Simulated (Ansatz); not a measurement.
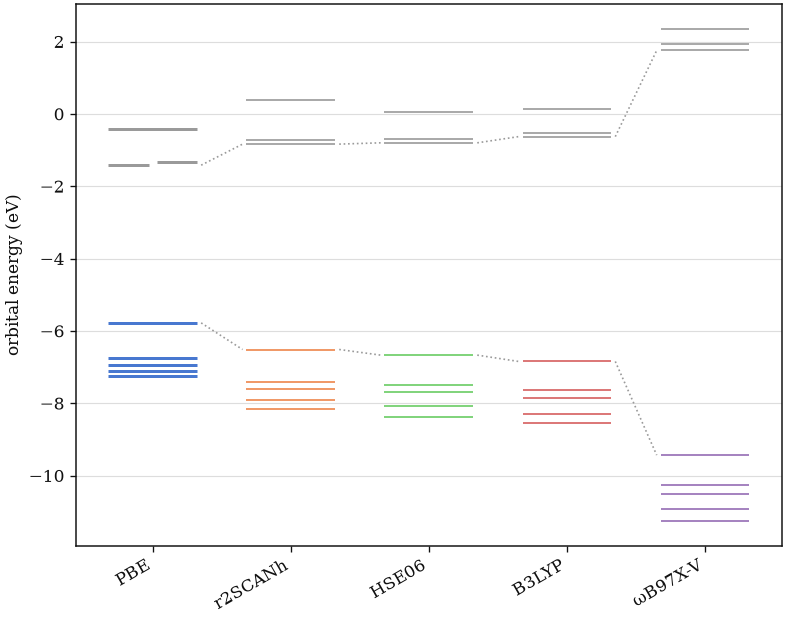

Frontier orbital energies of C₅H₁₃NO₂Si₂, SMILES C=C[Si@H](O)N(C)[Si@H](O)C=C at one geometry, def2-TZVPP, the Ansatz code 0.2.0, at a PBE0-D4/def2-TZVP geometry (no frequency check). Empty levels are grey, levels within 0.1 eV stand side by side; all columns show the same few orbitals around the gap. Dotted lines join the HOMOs and the LUMOs.

Compare the HOMO-LUMO separations.

Answer. The separation grows from 4.36 eV (PBE) to 11.19 eV (ωB97X-V).

| level | HOMO (eV) | LUMO (eV) | separation (eV) |
| --- | --- | --- | --- |
| PBE | −5.78 | −1.42 | 4.36 |
| r2SCANh | −6.51 | −0.83 | 5.68 |
| HSE06 | −6.67 | −0.80 | 5.87 |
| B3LYP | −6.84 | −0.63 | 6.22 |
| ωB97X-V | −9.43 | 1.76 | 11.19 |

Limits of at least one run: empty levels above zero depend strongly on the basis; one conformer of a flexible molecule.
